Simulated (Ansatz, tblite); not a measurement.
**GeMe(OMe)3 (C₄H₁₂GeO₃): spin-state energies by level**

Is the singlet the ground state of GeMe(OMe)3 (C₄H₁₂GeO₃)? Other spin states are computed and compared level by level.

Program: Ansatz 0.2.0, Gaussian basis. Level of theory: as each input shows. These are calculated values, not measurements.

Plan: triplet, at the geometry of the singlet (GFN1-xTB, GFN2-xTB, PBE0-D4/def2-TZVP, PBE-D4/def2-TZVP, r2SCAN-D4/def2-TZVP); the singlet's energies come from earlier runs.

2 further runs of the same task are left out: 2 set aside as unsound or not needed.

## 1. The structure

The geometry is that of the singlet, from an earlier relaxation (PBE-D4/def2-SVP).

20 atoms, charge 0, spin multiplicity 1.

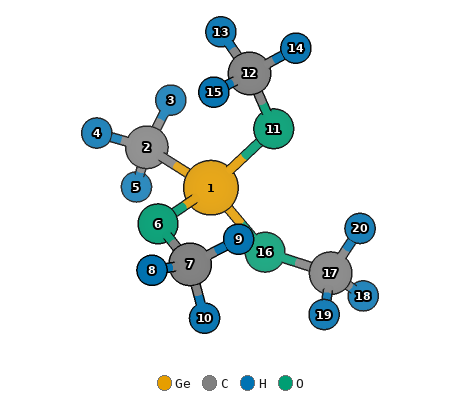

The geometry (germanium amber, carbon grey, hydrogen blue, oxygen teal); atoms are numbered from 1 in the order of the file.

## 2. Triplet at the fixed geometry, GFN1-xTB

Tight binding, by tblite at 300 K electronic temperature and without a spin-polarisation term:

```python
tblite.interface.Calculator('GFN1-xTB', numbers, positions, charge=0, uhf=2).singlepoint()
```

Energy -827.6859 eV; 0.027 s.

## 3. Triplet at the fixed geometry, GFN2-xTB

Tight binding, by tblite at 300 K electronic temperature and without a spin-polarisation term:

```python
tblite.interface.Calculator('GFN2-xTB', numbers, positions, charge=0, uhf=2).singlepoint()
```

Energy -777.8604 eV; 0.017 s.

## 4. Triplet at the fixed geometry, PBE0-D4/def2-TZVP

in.yaml

```yaml
crystal:
  periodic: [false, false, false]
  atoms:
    - {symbol: Ge, position_ang: [-0.111979, -0.090581, 0.695829]}
    - {symbol: C, position_ang: [0.001756, 0.290144, 2.590832]}
    - {symbol: H, position_ang: [-0.620927, 1.171568, 2.835822]}
    - {symbol: H, position_ang: [1.054613, 0.482931, 2.870069]}
    - {symbol: H, position_ang: [-0.374965, -0.587452, 3.150328]}
    - {symbol: O, position_ang: [1.492807, -0.725164, 0.189759]}
    - {symbol: C, position_ang: [1.666278, -1.240511, -1.118969]}
    - {symbol: H, position_ang: [2.754919, -1.341986, -1.314763]}
    - {symbol: H, position_ang: [1.239703, -0.575060, -1.905721]}
    - {symbol: H, position_ang: [1.205020, -2.248572, -1.237940]}
    - {symbol: O, position_ang: [-0.509164, 1.293538, -0.388739]}
    - {symbol: C, position_ang: [0.403283, 2.369716, -0.506069]}
    - {symbol: H, position_ang: [0.469978, 2.979373, 0.427086]}
    - {symbol: H, position_ang: [0.049713, 3.041059, -1.317102]}
    - {symbol: H, position_ang: [1.435245, 2.035157, -0.763090]}
    - {symbol: O, position_ang: [-1.439476, -1.244688, 0.391720]}
    - {symbol: C, position_ang: [-2.043305, -1.367328, -0.887587]}
    - {symbol: H, position_ang: [-3.052107, -1.812140, -0.752442]}
    - {symbol: H, position_ang: [-1.463104, -2.042751, -1.558913]}
    - {symbol: H, position_ang: [-2.158256, -0.387259, -1.400111]}
basis:
  gaussian: {orbitals: def2-TZVP}
magnetization: {spin_polarized: true, initial_magnetization: 2}
hamiltonian: {xc: pbe0, dispersion: d4}
scf: {omitted_lower_state_checks: [starts]}
output: {orbitals: {seedname: orbitals}}
```

Command:

```bash
> ansatz run in.yaml --threads 2 --pin off --events-out ev --progress --plain --max-ram 32768MiB --backend cuda --devices 0, --max-vram 18GiB
```

Output:

```text
Functional definition: PBE0
  name "PBE0"
  cite "Adamo & Barone, J. Chem. Phys. 110, 6158 (1999) doi:10.1063/1.478522"
  cite "Perdew, Burke & Ernzerhof, Phys. Rev. Lett. 77, 3865 (1996) doi:10.1103/PhysRevLett.77.3865"
  parent pbe
  parameter a = 0.25
  parameter kappa = 0.804
  parameter beta = 0.06672455060314922
  exchange = (1 - a)*pbe_x(kappa = kappa, mu = beta*pi^2/3) + a*exact_x
  correlation = pbe_c(beta = beta)
these checks for a lower state are left out or cut short: starts
2102 factors; their error is unknown
mean field evaluation 1: about -66967.5135 eV, gradient 6.2e1 eV
mean field evaluation 2: about -66945.9968 eV, gradient 9.2e1 eV
mean field evaluation 4: about -66982.5787 eV, gradient 6.5e0 eV
mean field evaluation 8: about -66982.8505 eV, gradient 5.7e-1 eV
mean field evaluation 16: about -66983.1372 eV, gradient 3.8e-1 eV
mean field evaluation 32: about -66983.1401 eV, gradient 1.7e-3 eV
mean field -66983.14005709 eV, -2461.5849942952 hartree, gradient 1.0e-5 eV, S^2 2.010484; 0 other end points of the search recorded, 0 dependent functions left out
reference -66983.14010174 eV, -2461.5849959359 hartree; 47, 45 occupied and 290, 292 virtual orbitals, 2102 factors
Total energy: -66983.54018333 eV, -2461.5996986632 hartree
Checks for a lower state left out: starts
```

Wall time 19 s (1 × H100 (card shared with other runs) with 2 threads of AMD EPYC 7R13, shared host); peak host memory 1 GiB.

HOMO -1.36 eV, LUMO -6.02 eV (over both spins; with the spin held, an empty level of the minority spin lies below the top filled one); ⟨S²⟩ 2.010 (pure: 2.00).

## 5. Triplet at the fixed geometry, PBE-D4/def2-TZVP

start.molden holds the orbitals of an earlier run on this state, given as this run's starting guess.

Changes to in.yaml since step 4:

```diff
@@ -24,5 +24,5 @@
 basis:
-  gaussian: {orbitals: def2-TZVP}
+  gaussian: {orbitals: def2-TZVP, initial_orbitals: start.molden}
 magnetization: {spin_polarized: true, initial_magnetization: 2}
-hamiltonian: {xc: pbe0, dispersion: d4}
+hamiltonian: {xc: pbe, dispersion: d4}
 scf: {omitted_lower_state_checks: [starts]}
```

The command is unchanged.

Output:

```text
Functional definition: PBE
  name "PBE"
  cite "Perdew, Burke & Ernzerhof, Phys. Rev. Lett. 77, 3865 (1996) doi:10.1103/PhysRevLett.77.3865"
  parent pbe
  parameter kappa = 0.804
  parameter beta = 0.06672455060314922
  exchange = pbe_x(kappa = kappa, mu = beta*pi^2/3)
  correlation = pbe_c(beta = beta)
these checks for a lower state are left out or cut short: starts
2059 factors; their error is unknown
mean field evaluation 1: about -66981.5645 eV, gradient 1.0e1 eV
mean field evaluation 2: about -66981.8244 eV, gradient 3.7e-1 eV
mean field evaluation 4: about -66981.6600 eV, gradient 6.9e0 eV
mean field evaluation 8: about -66981.8982 eV, gradient 1.2e-1 eV
mean field evaluation 16: about -66981.9001 eV, gradient 4.6e-3 eV
mean field -66981.90014086 eV, -2461.5394282139 hartree, gradient 4.7e-6 eV, S^2 2.002235; 0 other end points of the search recorded, 0 dependent functions left out
reference -66981.90020129 eV, -2461.5394304349 hartree; 47, 45 occupied and 290, 292 virtual orbitals, 2059 factors
Total energy: -66982.36445282 eV, -2461.5564913637 hartree
Checks for a lower state left out: starts
```

Wall time 16 s (1 × H100 (card shared with other runs) with 2 threads of AMD EPYC 7R13, shared host); peak host memory 0.93 GiB.

From the report: HOMO -0.83 eV, LUMO -6.46 eV (over both spins; with the spin held, an empty level of the minority spin lies below the top filled one); ⟨S²⟩ 2.002 (pure: 2.00).

## 6. Triplet at the fixed geometry, r2SCAN-D4/def2-TZVP

Changes to in.yaml since step 5:

```diff
@@ -26,3 +26,3 @@
 magnetization: {spin_polarized: true, initial_magnetization: 2}
-hamiltonian: {xc: pbe, dispersion: d4}
+hamiltonian: {xc: r2scan, dispersion: d4}
 scf: {omitted_lower_state_checks: [starts]}
```

The command is unchanged.

Output, shortened:

```text
Functional definition: r2SCAN
  name "r2SCAN"
  cite "Furness, Kaplan, Ning, Perdew & Sun, J. Phys. Chem. Lett. 11, 8208 (2020) doi:10.1021/acs.jpclett.0c02405"
  cite "Furness, Kaplan, Ning, Perdew & Sun, J. Phys. Chem. Lett. 11, 9248 (2020) doi:10.1021/acs.jpclett.0c03077"
  parent r2scan
[...]
2059 factors; their error is unknown
[...]
mean field -66996.72925081 eV, -2462.0843879530 hartree, gradient 3.1e-6 eV, S^2 2.005701; 0 other end points of the search recorded, 0 dependent functions left out
reference -66996.72927088 eV, -2462.0843886906 hartree; 47, 45 occupied and 290, 292 virtual orbitals, 2059 factors
Total energy: -66996.85975491 eV, -2462.0891838905 hartree
Checks for a lower state left out: starts
```

Run time: 17 s. Hardware: 1 × H100 (card shared with other runs) with 2 threads of AMD EPYC 7R13, shared host; peak host memory 1 GiB.

Report: HOMO -0.66 eV, LUMO -6.51 eV (over both spins; with the spin held, an empty level of the minority spin lies below the top filled one); ⟨S²⟩ 2.006 (pure: 2.00).

## 7. Triplet less singlet, vertical

The singlet's energies are those of its earlier runs, whose logs aren't repeated here.

| level | triplet less singlet, vertical (kJ/mol) | time |
| --- | --- | --- |
| GFN1-xTB | +731.2 | 0.046 s |
| GFN2-xTB | +649.1 | 0.028 s |
| PBE-D4/def2-TZVP | +549.4 | 32 s |
| r2SCAN-D4/def2-TZVP | +596.8 | 35 s |
| PBE0-D4/def2-TZVP | +635.4 | 37 s |

Times add the two runs; a level without a time comes out of a correlated run. Tight binding without a spin term can't rank spin states.

## 8. Results

| quantity | value |
| --- | --- |
| triplet less singlet, vertical, functionals in def2-TZVP | +549.4 (PBE-D4) to +635.4 kJ/mol (PBE0-D4) |

In words: All functionals put the triplet above the singlet, over a spread of 86.0 kJ/mol. The checks for a lower triplet were left out, so another state of that spin may lie lower. These are electronic energies, without zero-point motion, entropy or surroundings.
